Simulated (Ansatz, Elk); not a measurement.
# How far do independent atoms describe RbTi2?

The structure of RbTi2 used here is made up (a known structure type with other elements) and was relaxed beforehand with r2SCAN. The aim is the Fourier transform of its all-electron density, F(hkl), set beside the sum over free spherical atoms that refinements use.

Method: DFT, PBE, all-electron APW+lo, Dirac cores, scalar-relativistic bands, static density, no spin, in Elk 11.2.3 (patched build).

The structure was built from a prototype and need not be the compound's stable phase.

## 1. Starting point

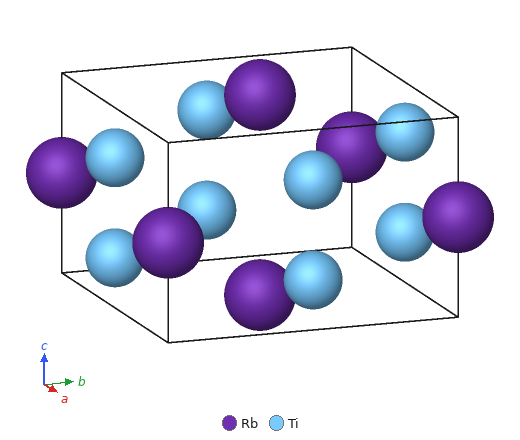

The starting structure, seen slightly off an axis (rubidium purple, titanium blue). This picture shows the conventional cell, with its axes. Some periodic images of atoms are drawn too.

## 2. Ground state and structure factors

An all-electron density is needed, since X-rays see the cores too. Task 0 finds the density and task 195 Fourier-transforms it; tshift is off so that phases refer to the origin typed.

Input file elk.in:

```
tasks
  0
  195

xctype
  20

spinpol
  .false.

rgkmax
  7.0

gmaxvr
  14.0

lmaxo
  7

lmaxapw
  8

swidth
  0.002

tshift
  .false.

ramdisk
  .false.

hmaxvr
  5.5

maxscl
  120

epspot
  1e-06

sppath
  './'

avec
  -6.41453929764 6.41453929764 4.28166207230
  6.41453929764 -6.41453929764 4.28166207230
  6.41453929764 6.41453929764 -4.28166207230

atoms
  2
  'Rb.in'
  1
  0.5000000000 0.5000000000 0.0000000000   0.000000 0.000000 0.000000
  'Ti.in'
  2
  0.2500000000 0.7500000000 0.5000000000   0.000000 0.000000 0.000000
  0.7500000000 0.2500000000 0.5000000000   0.000000 0.000000 0.000000

ngridk
  6 6 6
```

The run is started by

```
> OMP_NUM_THREADS=4 elk
```

Numbers of over 12 decimals in the logs are rounded to 6 here.

The log of the run:

```text
┌─────────────────────────┐
│ Elk code version 11.2.3 │
└─────────────────────────┘

All units are atomic (Hartree, Bohr, etc.)

┌─────────────────────────────────────────────────┐
│ Ground-state run starting from atomic densities │
└─────────────────────────────────────────────────┘

Lattice vectors :
  -6.414539298       6.414539298       4.281662072
   6.414539298      -6.414539298       4.281662072
   6.414539298       6.414539298      -4.281662072

Reciprocal lattice vectors :
 -0.1458634408E-16  0.4897612296      0.7337320416
  0.4897612296     -0.1458634408E-16  0.7337320416
  0.4897612296      0.4897612296     -0.1818370931E-17

Unit cell volume      :    704.6984551
Brillouin zone volume :   0.3519948307

Muffin-tin inner radius fraction :   0.1000000000E-01

Nuclei treated as point charges

Species : 1 (Rb)
 parameters loaded from : Rb.in
 name : rubidium
 nuclear charge    :   -37.00000000
 electronic charge :    37.00000000
 atomic mass :    155798.2686
 muffin-tin radius :    2.600000000
 number of radial points in muffin-tin :   1193
 inner part over the whole radius :   0.9947532429E-02
 number on inner part of muffin-tin    :    847
 approximate nuclear radius :   0.7999050501E-04
 number of mesh points to nuclear radius :    413
 atomic positions (lattice), magnetic fields (Cartesian) :
  1 :   0.50000000  0.50000000  0.00000000    0.00000000  0.00000000  0.00000000

Species : 2 (Ti)
 parameters loaded from : Ti.in
 name : titanium
 nuclear charge    :   -22.00000000
 electronic charge :    22.00000000
 atomic mass :    87256.20317
 muffin-tin radius :    2.115831036
 number of radial points in muffin-tin :    993
 inner part over the whole radius :   0.9893522947E-02
 number on inner part of muffin-tin    :    696
 approximate nuclear radius :   0.6805665174E-04
 number of mesh points to nuclear radius :    327
 atomic positions (lattice), magnetic fields (Cartesian) :
  1 :   0.25000000 -0.25000000  0.50000000    0.00000000  0.00000000  0.00000000
  2 :  -0.25000000  0.25000000  0.50000000    0.00000000  0.00000000  0.00000000

Total number of atoms per unit cell :    3
Total muffin-tin volume :    152.9748486
 ratio of muffin-tin to unit cell volume :   0.2170784503

Spin treatment :
 spin-unpolarised

Number of Bravais lattice symmetries :   16
Number of crystal symmetries         :   16
Crystal has inversion symmetry
Real symmetric eigensolver will be used

k-point grid :      6     6     6
k-point offset :    0.000000000       0.000000000       0.000000000
k-point set is reduced with full crystal symmetry group
Total number of k-points :       30

Muffin-tin radius times maximum |G+k| :    7.000000000
 using average radius
Maximum |G+k| for APW functions       :    3.073922536
Maximum (1/2)|G+k|²                   :    4.724499878
Maximum |G| for potential and density :    14.00000000
Constant for pseudocharge density :    9
 order of it for each species :   16  16
 order of it for pair densities of each species (exact exchange by exxq0 0: 17) :   13   8
Radial integration step length :    1

G-vector grid sizes :     45    45    45
Number of G-vectors :    32635

Maximum angular momentum used for
 APW functions            :    8
 outer part of muffin-tin :    7
 inner part of muffin-tin :    2

Total nuclear charge    :   -81.00000000
Total core charge       :    48.00000000
Total valence charge    :    33.00000000
Total excess charge     :    0.000000000
Total electronic charge :    81.00000000

Effective Wigner radius, rₛ :    1.275880198

Number of empty states         :     12
Total number of valence states :     29
Total number of core states    :     48

Third-order local-orbitals added for an l without core states : T
Total number of local-orbitals :     44

Exchange-correlation functional :     20     0     0
 Perdew-Burke-Ernzerhof, Phys. Rev. Lett. 77, 3865 (1996)
 gradient requirement :    1
 generalised gradient approximation (GGA)

Smearing type :    3
 Fermi-Dirac
[...]
Madelung                    :     -5648.7115686597
 xc potential                :     -255.90934143382
 exchange                    :     -182.11225812272
 correlation                 :     -3.705494
 electron entropic           :    -0.21103213715230E-02
 total energy                :     -4689.4748435489

Density of states at Fermi energy :    158.6624372
 (states/Hartree/unit cell)

Estimated indirect band gap :   0.1355668942E-02
 from k-point 28 to k-point 10
Estimated direct band gap   :   0.3880091579E-02
 at k-point 15

Charges :
 core                        :    48.00000000
 valence                     :    33.00000000
 interstitial                :    4.947303544
 muffin-tins (core leakage)
  species : 1 (Rb)
   atom 1                    :    35.27862000     (  0.9372465289E-04)
  species : 2 (Ti)
   atom 1                    :    20.38703823     ( -0.1987150551E-06)
   atom 2                    :    20.38703823     ( -0.1987150551E-06)
 total in muffin-tins        :    76.05269646
 total calculated charge     :    81.00030252
 total charge                :    81.00000000
 error                       :   0.3025218588E-03

RMS change in Kohn-Sham potential (target) :   0.3319672572     (  0.1000000000E-05)
Absolute change in total energy (target)   :   0.1935780394E-02 (  0.1000000000E-03)

[... loops 3 to 16 left out ...]

┌──────────────────┐
│ Loop number : 17 │
└──────────────────┘

Energies :
 Fermi                       :     0.128463
 sum of occupied eigenvalues :     -2752.6510768194
 electron kinetic            :      4789.9559702795
 core electron kinetic       :      4615.0919966277
 Coulomb                     :     -9293.6081585600
 Coulomb potential           :     -7301.9301149297
 nuclear-nuclear             :     -504.20106645090
 electron-nuclear            :     -10285.657161881
 Hartree                     :      1496.2500697717
 Madelung                    :     -5642.6431010952
 xc potential                :     -240.67693216925
 exchange                    :     -181.53549264154
 correlation                 :     -3.702464
 electron entropic           :    -0.17276291879926E-02
 total energy                :     -4688.8918726725

Density of states at Fermi energy :    128.1568905
 (states/Hartree/unit cell)

Estimated indirect band gap :   0.1220005767E-02
 from k-point 22 to k-point 14
Estimated direct band gap   :   0.5027914202E-02
 at k-point 7

Charges :
 core                        :    48.00000000
 valence                     :    33.00000000
 interstitial                :    5.716468370
 muffin-tins (core leakage)
  species : 1 (Rb)
[...]
species : 2 (Ti)
[...]
total in muffin-tins        :    75.28353163
 total calculated charge     :    81.00023009
 total charge                :    81.00000000
 error                       :   0.2300876645E-03

RMS change in Kohn-Sham potential (target) :   0.1038781706E-06 (  0.1000000000E-05)
Absolute change in total energy (target)   :   0.1137247727E-04 (  0.1000000000E-03)

Convergence targets achieved

┌──────────────────┐
│ Loop number : 18 │
└──────────────────┘

Energies :
 Fermi                       :     0.128463
 sum of occupied eigenvalues :     -2752.6510776433
 electron kinetic            :      4789.9559690688
 core electron kinetic       :      4615.0919979374
 Coulomb                     :     -9293.6081578973
 Coulomb potential           :     -7301.9301166030
 nuclear-nuclear             :     -504.20106645090
 electron-nuclear            :     -10285.657158884
 Hartree                     :      1496.2500674378
 Madelung                    :     -5642.6430995958
 xc potential                :     -240.67693010909
 exchange                    :     -181.53549250123
 correlation                 :     -3.702464
 electron entropic           :    -0.17276299795994E-02
 total energy                :     -4688.8918730774

Density of states at Fermi energy :    128.1569400
 (states/Hartree/unit cell)

Estimated indirect band gap :   0.1220008076E-02
 from k-point 22 to k-point 14
Estimated direct band gap   :   0.5027923717E-02
 at k-point 7

Charges :
 core                        :    48.00000000
 valence                     :    33.00000000
 interstitial                :    5.716468551
 muffin-tins (core leakage)
  species : 1 (Rb)
   atom 1                    :    35.43133846     (  0.9306513494E-04)
  species : 2 (Ti)
   atom 1                    :    19.92609650     ( -0.1987533924E-06)
   atom 2                    :    19.92609650     ( -0.1987533924E-06)
 total in muffin-tins        :    75.28353145
 total calculated charge     :    81.00023009
 total charge                :    81.00000000
 error                       :   0.2300877599E-03

┌──────────────────────────────┐
│ Self-consistent loop stopped │
└──────────────────────────────┘

Wrote STATE.OUT
```

Elapsed: 12 s, on 4 threads of AMD EPYC 9R45 (Zen 5), shared host; peak memory 0.18 GiB; 32 s of CPU time.

SFACRHO.OUT:

```text

h k l indices transformed by vhmat matrix:
   1.000000000       0.000000000       0.000000000    
   0.000000000       1.000000000       0.000000000    
   0.000000000       0.000000000       1.000000000    

      h      k      l  multipl.   |H|            Re(F)            Im(F)           |F|

      0      0      0      1   0.0000000       81.000000      0.31829182E-15   81.000000    
     -1      1      0      4  0.69262697      -5.2849631      0.10136578E-15   5.2849631    
     -1      0      1      8  0.88217276      -32.461743     -0.17114397E-13   32.461743    
     -1      1      1      4  0.97952246       67.511375     -0.46880574E-14   67.511375    
     -2      1      0     16   1.3182158      -29.470016     -0.14669483E-13   29.470016    
      0      0     -2      4   1.3852539       61.003375      0.85262311E-14   61.003375    
      1      1     -1      2   1.4674641      -1.2960433     -0.48701795E-13   1.2960433    
      2     -2      1      8   1.5487610      -2.4935829      0.29299600E-13   2.4935829    
     -1     -1      0      8   1.6227085       56.199127      0.20428176E-13   56.199127    
     -1      2      1      8   1.6423024      -27.292061      0.14669483E-13   27.292061    
      0      2     -2      8   1.7643455      -1.3101301     -0.43165549E-13   1.3101301    
     -2      3      0     16   1.9122295      -25.639583      0.14669483E-13   25.639583    
      2     -2      2      4   1.9590449       52.182553     -0.69723820E-14   52.182553    
     -1      3     -1      8   2.0180137      -1.0250630     -0.48964603E-13   1.0250630    
      0      0      3      4   2.0778809      -1.2700153      0.54094933E-13   1.2700153    
      2      0     -3     16   2.1335678       49.631015     -0.18364760E-13   49.631015    
      2     -3     -1     16   2.1485078      -24.341099     -0.14669483E-13   24.341099    
      1     -1     -3      8   2.1902788       49.182647      0.98891919E-14   49.182647
```

Elk indexes on the primitive cell of elk.in and gives |H| = 4π sin θ/λ in inverse bohr. Below, one row stands for each form hkl of the conventional cell (m members, Friedel mates merged), F is for one primitive cell and the density is static (no thermal factor). Free-atom factors are Waasmaier and Kirfel's, and R is Σm||F|−|F'||/Σm|F|.

```csv
hkl,m,sin θ/λ (Å⁻¹),"abs F, DFT",neutral atoms,diff.
110,4,0.104,5.285,4.782,+0.503
101,8,0.133,32.462,32.470,-0.009
200,4,0.147,67.511,67.259,+0.252
211,16,0.198,29.470,29.448,+0.022
220,4,0.208,61.003,60.572,+0.431
002,2,0.221,1.296,2.420,-1.124
310,8,0.233,2.494,2.243,+0.251
112,8,0.244,56.199,56.883,-0.683
301,8,0.247,27.292,27.275,+0.017
202,8,0.265,1.310,1.764,-0.454
321,16,0.288,25.640,25.629,+0.010
400,4,0.295,52.183,52.042,+0.141
222,8,0.303,1.025,1.182,-0.157
330,4,0.312,1.270,1.043,+0.227
312,16,0.321,49.631,49.733,-0.102
411,16,0.323,24.341,24.331,+0.010
420,8,0.329,49.183,49.013,+0.169
103,8,0.339,23.780,23.788,-0.009
402,8,0.368,0.207,0.206,+0.001
213,16,0.370,22.802,22.818,-0.016
510,8,0.376,0.156,0.101,+0.055
332,8,0.383,44.930,44.874,+0.056
```

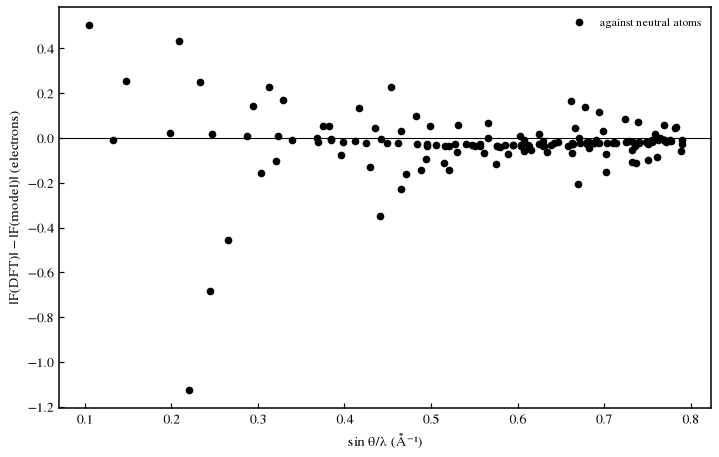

Difference between the calculated structure factors and the independent-atom ones.

## 3. The highest occupied states alone

An energy window below the Fermi level keeps the highest occupied states, to see at which angles they scatter; shallow core shells can lie inside it and anion s states outside. No new self-consistency is needed.

Edit elk.in of step 2 so:

```diff
@@ -1,3 +1,2 @@
 tasks
-  0
   195
@@ -40,2 +39,5 @@
 
+wsfac
+  -0.239030 0.428460
+
 sppath
```

The run is started by

```
> OMP_NUM_THREADS=4 elk
```

The log of the run:

```text
┌─────────────────────────────────┐
│ Elk code version 11.2.3 started │
└─────────────────────────────────┘

Info(readinput): the functional depends on the density's gradient
 muffin-tin radial points multiplied by    2.00000
 (not where nrmtscf is given)

┌────────────────────┐
│ Current task : 195 │
└────────────────────┘
Info(checkmt): changed muffin-tin radius of species 2 (Ti) from   2.4000 to   2.1158

Info(sfacrho): density structure factors written to SFACRHO.OUT

 Energy window :  -0.2390300000      0.4284600000

┌──────────────────┐
│ Elk code stopped │
└──────────────────┘
```

Wall time 3.6 s (4 threads); peak memory 0.18 GiB.

States within 10 eV below the Fermi level hold 9.00 electrons; any levels below the window count with the cores. Their amplitudes can exceed the total, where window and core parts have opposite phase:

```csv
hkl,sin θ/λ (Å⁻¹),"abs F, window","abs F, all"
110,0.104,4.706,5.285
101,0.133,0.015,32.462
200,0.147,3.133,67.511
211,0.198,0.076,29.470
220,0.208,2.240,61.003
002,0.221,0.452,1.296
310,0.233,1.683,2.494
112,0.244,0.755,56.199
301,0.247,0.054,27.292
202,0.265,0.718,1.310
```

## 4. Another functional

The difference from free atoms is small, so it is set against the change that LDA (Perdew-Wang) makes.

Edit elk.in of step 3 so:

```diff
@@ -1,2 +1,3 @@
 tasks
+  0
   195
@@ -4,3 +5,3 @@
 xctype
-  20
+  3
 
@@ -39,5 +40,2 @@
 
-wsfac
-  -0.239030 0.428460
-
 sppath
```

The run is started by

```
> OMP_NUM_THREADS=4 elk
```

The log of the run:

```text
┌─────────────────────────┐
│ Elk code version 11.2.3 │
└─────────────────────────┘

All units are atomic (Hartree, Bohr, etc.)

┌─────────────────────────────────────────────────┐
│ Ground-state run starting from atomic densities │
└─────────────────────────────────────────────────┘

Lattice vectors :
  -6.414539298       6.414539298       4.281662072
   6.414539298      -6.414539298       4.281662072
   6.414539298       6.414539298      -4.281662072

Reciprocal lattice vectors :
 -0.1458634408E-16  0.4897612296      0.7337320416
[...]
valence                     :    33.00000000
 interstitial                :    5.709965817
 muffin-tins (core leakage)
  species : 1 (Rb)
[...]
species : 2 (Ti)
   atom 1                    :    19.93462336     ( -0.3408326213E-05)
   atom 2                    :    19.93462336     ( -0.3408326213E-05)
 total in muffin-tins        :    75.29003418
 total calculated charge     :    81.00020120
 total charge                :    81.00000000
 error                       :   0.2012022317E-03

┌──────────────────────────────┐
│ Self-consistent loop stopped │
└──────────────────────────────┘

Wrote STATE.OUT
[key lines of the parts left out:]
total energy                :     -4681.7225917453
```

It took 7.8 s on 4 threads; peak memory 0.18 GiB.

Against the first run R = 0.06 %; the largest change is +0.041 at 002.

## 5. Basis size

A smaller basis shows how fast F responds to it; the change is likely larger than the basis error of the first run, but doesn't show convergence.

Edit elk.in of step 4 so:

```diff
@@ -5,3 +5,3 @@
 xctype
-  3
+  20
 
@@ -11,3 +11,3 @@
 rgkmax
-  7.0
+  5.5
```

The run is started by

```
> OMP_NUM_THREADS=4 elk
```

The log of the run:

```text
┌─────────────────────────┐
│ Elk code version 11.2.3 │
└─────────────────────────┘

All units are atomic (Hartree, Bohr, etc.)

┌─────────────────────────────────────────────────┐
│ Ground-state run starting from atomic densities │
└─────────────────────────────────────────────────┘

Lattice vectors :
  -6.414539298       6.414539298       4.281662072
   6.414539298      -6.414539298       4.281662072
   6.414539298       6.414539298      -4.281662072

Reciprocal lattice vectors :
 -0.1458634408E-16  0.4897612296      0.7337320416
[...]
valence                     :    33.00000000
 interstitial                :    5.921170620
 muffin-tins (core leakage)
  species : 1 (Rb)
[...]
species : 2 (Ti)
   atom 1                    :    19.83024303     ( -0.1987686780E-06)
   atom 2                    :    19.83024303     ( -0.1987686780E-06)
 total in muffin-tins        :    75.07882938
 total calculated charge     :    81.00036843
 total charge                :    81.00000000
 error                       :   0.3684344753E-03

┌──────────────────────────────┐
│ Self-consistent loop stopped │
└──────────────────────────────┘

Wrote STATE.OUT
[key lines of the parts left out:]
total energy                :     -4688.7311115229
```

Wall time 9.4 s (4 threads); peak memory 0.18 GiB; 22 s of CPU time.

Against the first run R = 0.07 %; the largest change is -0.140 at 002.

## 6. Basis size

The basis and the expansions that go with it are enlarged, to see whether the differences are converged.

Edit elk.in of step 5 so:

```diff
@@ -11,12 +11,12 @@
 rgkmax
-  5.5
+  8.5
 
 gmaxvr
-  14.0
+  18.0
 
 lmaxo
-  7
+  9
 
 lmaxapw
-  8
+  10
```

The run is started by

```
> OMP_NUM_THREADS=4 elk
```

The log of the run:

```text
┌─────────────────────────┐
│ Elk code version 11.2.3 │
└─────────────────────────┘

All units are atomic (Hartree, Bohr, etc.)

┌─────────────────────────────────────────────────┐
│ Ground-state run starting from atomic densities │
└─────────────────────────────────────────────────┘

Lattice vectors :
  -6.414539298       6.414539298       4.281662072
   6.414539298      -6.414539298       4.281662072
   6.414539298       6.414539298      -4.281662072

Reciprocal lattice vectors :
 -0.1458634408E-16  0.4897612296      0.7337320416
[...]
valence                     :    33.00000000
 interstitial                :    5.671608938
 muffin-tins (core leakage)
  species : 1 (Rb)
[...]
species : 2 (Ti)
   atom 1                    :    19.94804326     ( -0.1987364477E-06)
   atom 2                    :    19.94804326     ( -0.1987364477E-06)
 total in muffin-tins        :    75.32839106
 total calculated charge     :    80.99988214
 total charge                :    81.00000000
 error                       :   0.1178574697E-03

┌──────────────────────────────┐
│ Self-consistent loop stopped │
└──────────────────────────────┘

Wrote STATE.OUT
[key lines of the parts left out:]
total energy                :     -4688.9187032601
```

The job ended after 26 s (4 threads; peak memory 0.37 GiB).

Against the first run R = 0.02 %; the largest change is +0.023 at 002.

## 7. Settings against the effect

```csv
run,R against the first run (%),"R against neutral atoms, low angle (%)",wall time
"PBE, rgkmax 7",0.00,0.75,12 s
LDA (Perdew-Wang),0.06,0.74,7.8 s
rgkmax 5.5,0.07,0.75,9.4 s
rgkmax 8.5 with larger expansions,0.02,0.75,26 s
```

## 8. Results

| Item | Value |
| --- | --- |
| R against neutral atoms, sin θ/λ < 0.3 Å⁻¹ | 0.75 % |
| R against neutral atoms, 0.3 to 0.79 Å⁻¹ | 0.25 % |

Independent neutral atoms miss the calculated amplitudes by R = 0.75 % below 0.3 Å⁻¹ and 0.25 % from there to 0.79 Å⁻¹; by shells, 0.56 % below 0.15 Å⁻¹ (3 forms), 0.80 % 0.15 to 0.3 (9 forms), 0.23 % 0.3 to 0.45 (22 forms), 0.26 % above 0.45 (115 forms). Bonding, aspherical density and the tables' own atoms all enter these figures, and the runs don't part them. The largest change of an amplitude is -1.12 electrons, at 002. Weak lines can change much in proportion: 002 goes from 2.42 to 1.30. The window's part falls from 9.0 electrons at the origin to at most 0.39 between 0.45 and 0.79 Å⁻¹. Below 0.3 Å⁻¹ the changes that finished (LDA (Perdew-Wang), rgkmax 5.5 and rgkmax 8.5 with larger expansions) move F by R = 0.13 % at most, against the 0.75 % that separates it from free atoms. The k-mesh has no finished test. These runs have no spin, though d or f shells may be open. Part of the difference isn't bonding: the tables are fits to free atoms and ions calculated by other methods than this functional. Thermal motion, anomalous dispersion and extinction are left out.

[Logs are printed without paths, hosts, clocks, repeated set-up lines and the standing remarks that a program may print on its own settings, such as how far it seeks lower states.]

[Hosts, paths, dates, database ids (printed as entryN), source tags and the programs' standing remarks are cut or masked in the printed files.]
